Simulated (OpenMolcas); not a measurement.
**Exact exchange and the vertical energy of the quartet above the doublet of SiNH4**

SiNH4: 6 atoms, total charge 0, spin state doublet. SMILES: `[NH][SiH3]`. The shape is that of a PBE0-D4/def2-TZVP optimisation.

The vertical energy of the quartet above the doublet y, in eV, basis def2-TZVP; a is the functional's share of exact exchange. Programs: OpenMolcas 26.06.

| functional | program | a | y (eV) |
| --- | --- | --- | --- |
| U-r2SCAN | OpenMolcas | 0 | 6.24 |
| UBLYP | OpenMolcas | 0 | 6.11 |
| UB3LYP | OpenMolcas | 0.2 | 6.39 |
| UPBE0 | OpenMolcas | 0.25 | ? |
| UBHLYP | OpenMolcas | 0.5 | 6.61 |

Fit y = c + s·a to the known rows and predict UPBE0.


1. Means of the 4 rows: a = 0.1750, y = 6.338.
2. Σ(Δa)² = 0.1675, Σ(Δa·Δy) = 0.14675, so the slope is 0.14675/0.1675 = 0.87612.
3. Intercept: 6.338 − (0.87612) × 0.1750 = 6.185. The largest residual of the fit is 0.075.
4. UPBE0: 6.185 + (0.87612) × 0.25 = 6.40 eV.

The run gave 6.33 eV, so the prediction is off by +0.07 eV, about the largest residual. The rows mix families of semi-local functionals, which the line can't see.

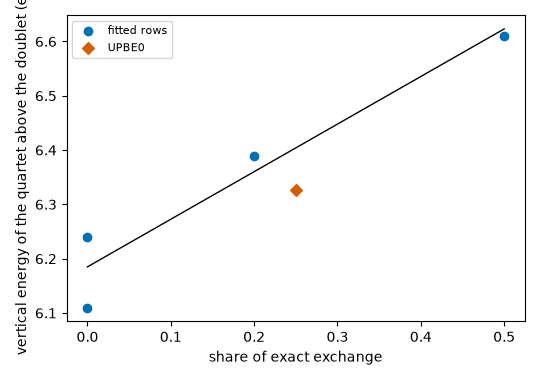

The fitted line, with the withheld row.
